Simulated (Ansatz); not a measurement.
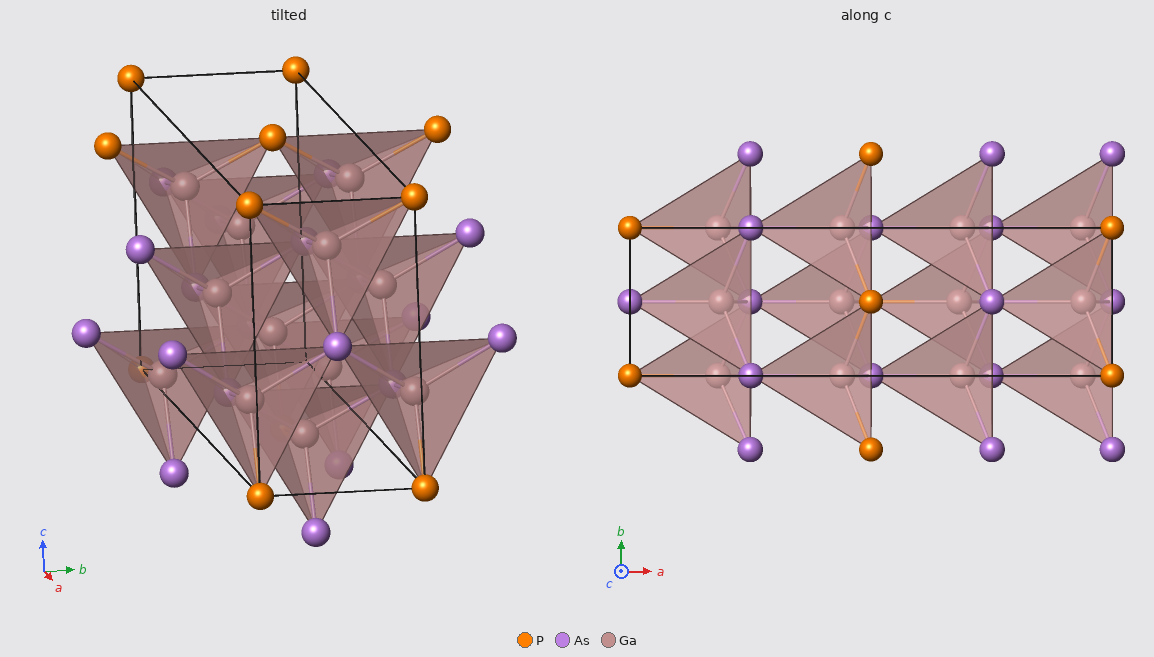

Shown here is a polyhedral view of the crystal, taken slightly off an axis and along the c axis. The conventional unit cell is outlined; an atom on or near a face, edge or corner is repeated at each equivalent position. Some neighbours outside the box are added.

Ga$_{4}$As$_{3}$P, space group Cm (No. 8), a = 13.159 Å, b = 3.970 Å, c = 6.871 Å, α = 90.00°, β = 100.06°, γ = 90.00°. The structure comes from a structure type filled with these elements by a generator (whether the compound takes this form wasn't checked). Earlier steps of the study may have refined or changed the cell and positions. It went into a calculation with Ansatz.

This one geometry was computed with Ansatz (DFT, plane waves, PAW) at five levels of theory: PBE, r2SCAN, PBE0, PBE with spin-orbit coupling and HSE06. It was relaxed beforehand with r2SCAN.

Which level gives the highest pressure at this volume, and what does that say about its equilibrium volume?

Highest: PBE (2.7 GPa) and PBE with spin-orbit coupling (2.7 GPa), which points to the largest equilibrium volume. Lowest, with the smallest volume: r2SCAN (0.0 GPa) and PBE0 (0.4 GPa). Levels within 0.5 GPa of each other can't be told apart.

How does the band gap change with the level of theory?

PBE with spin-orbit coupling: a gap of 0.66 eV, direct; PBE: a gap of 0.75 eV, direct; r2SCAN: a gap of 1.25 eV, direct; HSE06: a gap of 1.67 eV, direct; PBE0: a gap of 2.30 eV, direct.

Collect the results in a table.

| level | cutoff (eV) | k-mesh of the run's cell | gap (eV) | pressure (GPa) |
| --- | --- | --- | --- | --- |
| PBE | 420 | 6×6×4 | 0.75 | 2.7 |
| r2SCAN | 500 | 6×6×4 | 1.25 | 0.0 |
| PBE0 | 420 | 4×4×2 | 2.30 | 0.4 |
| PBE with spin-orbit coupling | 420 | 6×6×4 | 0.66 | 2.7 |
| HSE06 | 420 | 4×4×2 | 1.67 | 0.6 |

Gaps are taken on the k-mesh or band path of each run.
